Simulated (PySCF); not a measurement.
# TcCl (septet): what the fields show

```xyz
2

Tc    0.0000    0.0000   -0.6143
Cl    0.0000    0.0000    1.7377
```

Core potentials replace the inner electrons of Tc.

Theory: PBE0/def2-TZVPP, non-relativistic Hamiltonian with scalar-relativistic core potentials where named, at a bond length of 2.352 Å (PySCF).

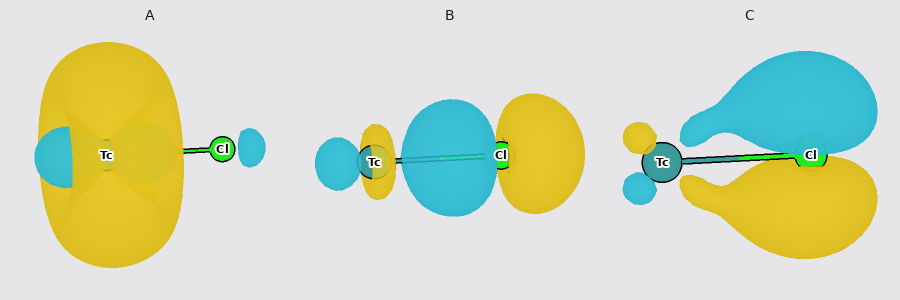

Figure 1. Three frontier β-spin orbitals, each drawn at the value that holds 80 % of its norm (yellow and cyan are the two phases), in no order; of a degenerate pair one member is drawn.

Q: Label each orbital by symmetry, say whether it is occupied, and order them by energy.

A: Orbital B: σ, occupied in this spin, −9.83 eV; mainly on Cl (80 %).
Orbital C: π, occupied in this spin, −8.71 eV; mainly on Cl (90 %).
Orbital A: σ, empty in this spin, −2.89 eV; almost wholly on Tc.

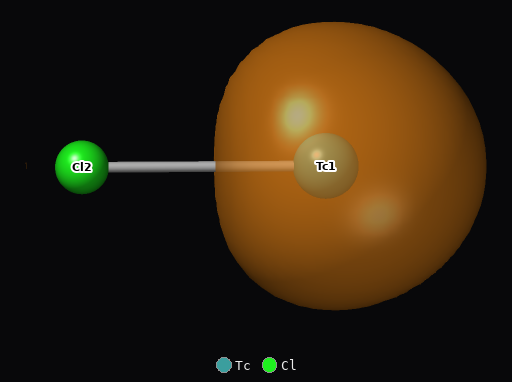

Figure 2. Isosurface of the spin density (α minus β) at +0.1 e/Å³ (orange), seen from one side.

Q: Which atoms carry the spin?

A: The unpaired spin (6 electrons) lies mostly on Tc1 (about 5.7) and Cl2 (about 0.3), in electrons by Hirshfeld's partition.

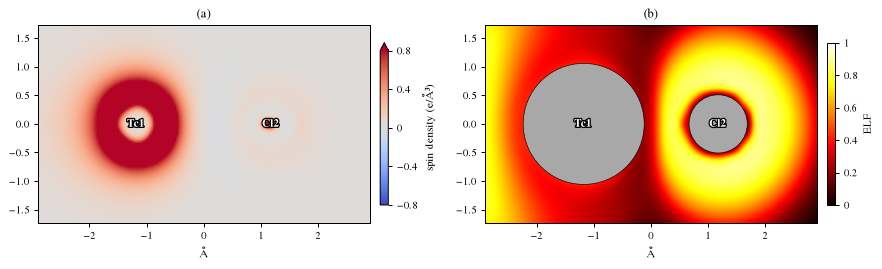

Figure 3. (a) spin density (α minus β); (b) ELF on a plane that holds the molecular axis. Grey discs cover the atomic cores in the ELF map.

Q: What do the fields say about this system?

A:
- Atoms in the plane: Tc and Cl.
- Tc–Cl (2.35 Å): the ELF peaks at about 0.85 in the valence shell of Cl, 0.8 Å from its nucleus, and is about 0.30 at the midpoint.

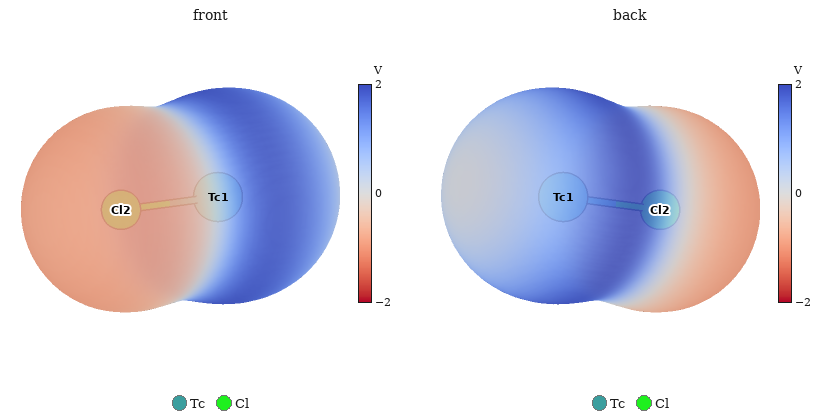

Figure 4. The electrostatic potential painted on the density surface at 0.002 e/bohr³, seen from the front and from behind; the colour scale runs from red (negative) to blue (positive).

Q: Where is the surface potential most negative and most positive?

A: The most negative region (about −0.9 V) lies over Cl2, the most positive (about +1.8 V) over Tc1.
